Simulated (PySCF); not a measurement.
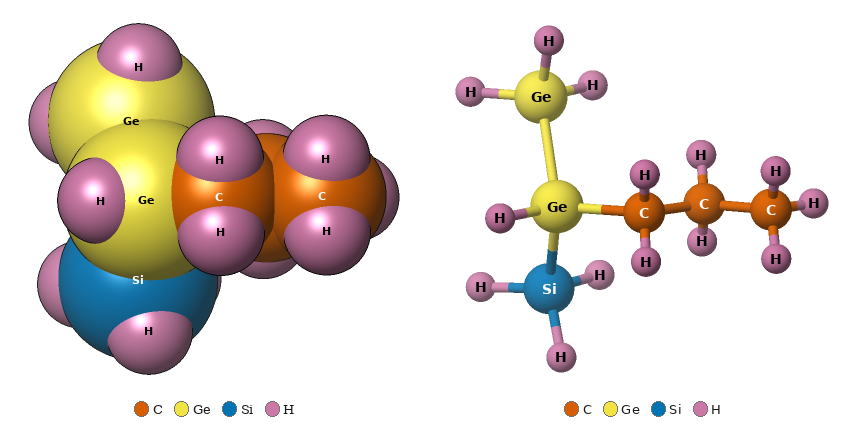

The same structure drawn twice, from different directions.

Description:

It has 20 atoms: 3 carbon, 14 hydrogen, 2 germanium and 1 silicon (C3H14Ge2Si). SMILES: `CC[CH2][Ge@H]([SiH3])[GeH3]`. Among its groups: Si–H bond. This geometry has C1 symmetry. Coordination: 3 C tetrahedral; 2 Ge tetrahedral; 1 Si tetrahedral.

More results for the same structure follow; atom numbers are the same in all pictures, views and colours differ. The geometry was computed by an optimisation with PBE0-D3(BJ)/def2-SVP. No frequency run is at hand to confirm it as a minimum.

Electronic properties

No frequency run is at hand to confirm it as a minimum. Level of theory: ωB97X-D/def2-SVPD, gas phase (PySCF 2.14.0). Excitations: vertical, linear response.

Computed properties:

- dipole moment: 1.05 D
- HOMO energy (Kohn–Sham orbital): −9.28 eV
- LUMO energy (Kohn–Sham orbital): 1.51 eV
- HOMO–LUMO gap: 10.79 eV
- mean static polarisability: 136.1 bohr³
- lowest vertical singlet excitation: 6.72 eV
- its oscillator strength: 0.146
- brightest of the 10 lowest singlets: 7.18 eV
- its oscillator strength: 0.22

NMR shielding

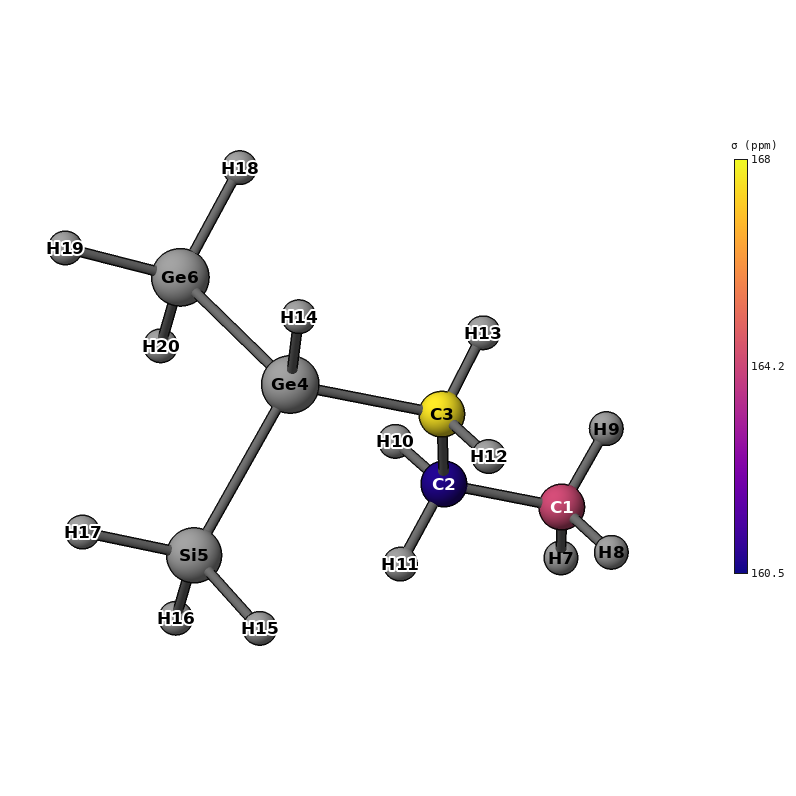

Atoms are coloured by their isotropic NMR shieldings (C only, the others grey). No frequency run is at hand to confirm it as a minimum. Properties computed with GIAO PBE0/pcSseg-1 NMR shielding, non-relativistic, gas phase (PySCF 2.14.0).

List the isotropic NMR shieldings of the C atoms.

```csv
atom,σ (ppm)
C1,164.4
C2,160.8
C3,167.6
```

Charges

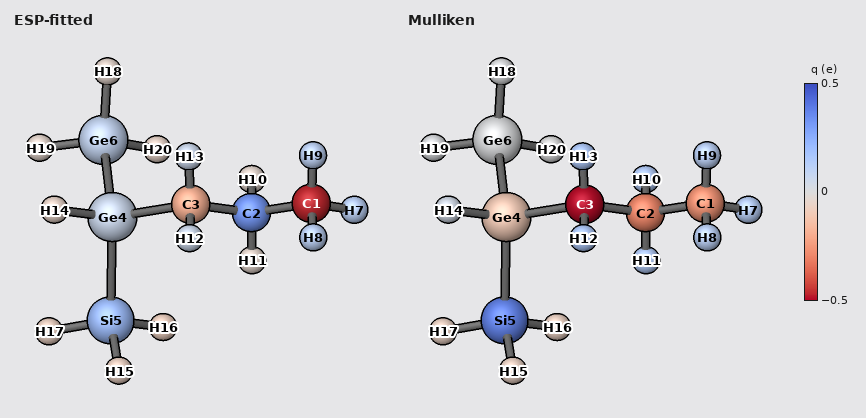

Atomic charges of one calculation by 2 schemes, on one colour scale. No frequency run is at hand to confirm it as a minimum. Method: PBE0/pcSseg-1 (PySCF 2.14.0).

Which scheme gives the most polar picture (largest mean size of the charges)?

The Mulliken charges are the largest in size here.

On which atom do the schemes disagree most?

On C2 (from −0.29 to 0.31 e).

List the charges (e), one line for each set of equivalent atoms.

```csv
atom,ESP-fitted,Mulliken
C1,−0.46,−0.26
C2,0.31,−0.29
C3,−0.18,−0.49
Ge4,0.06,−0.10
Si5,0.19,0.37
Ge6,0.08,0.01
H7,0.11,0.12
H8,0.11,0.11
H9,0.10,0.11
H10,−0.03,0.14
H11,−0.04,0.13
H12,0.06,0.15
H13,0.06,0.15
H14,−0.05,0.04
H15,−0.06,−0.06
H16,−0.07,−0.07
H17,−0.06,−0.06
H18,−0.04,0.01
H19,−0.04,0.01
H20,−0.05,0.00
```

Quadrupole coupling

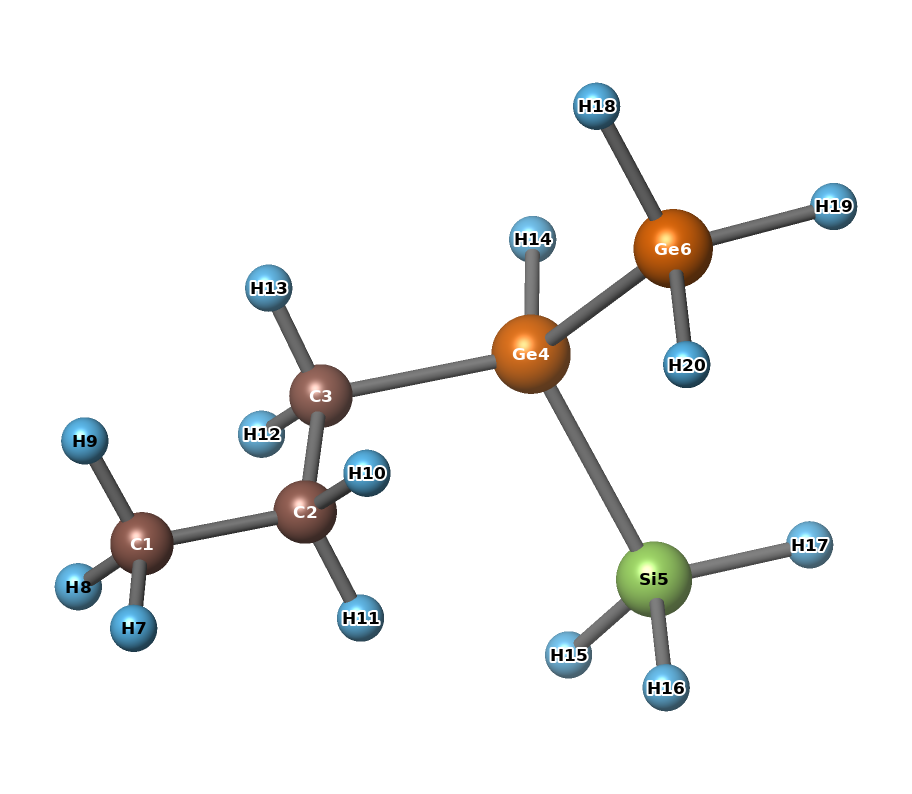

No frequency run is at hand to confirm it as a minimum. Electric field gradients from the ground-state density, PBE0/pcSseg-1 (PySCF 2.14.0), non-relativistic apart from any core potentials.

Give the largest field-gradient component, the quadrupole coupling constant and the asymmetry for 73Ge at Ge4 (Q = −196 mb), 73Ge at Ge6 (Q = −196 mb), 2H at H7 (Q = 2.86 mb), 2H at H8 (Q = 2.86 mb).

| atom | V_zz (a.u.) | e²qQ/h (MHz) | η |
| --- | --- | --- | --- |
| Ge4 | 0.297 | −13.67 | 0.57 |
| Ge6 | 0.113 | −5.22 | 0.20 |
| H7 | 0.292 | 0.197 | 0.02 |
| H8 | 0.290 | 0.195 | 0.03 |

Mulliken values depend strongly on the basis set and can even reverse the polarity of a bond.
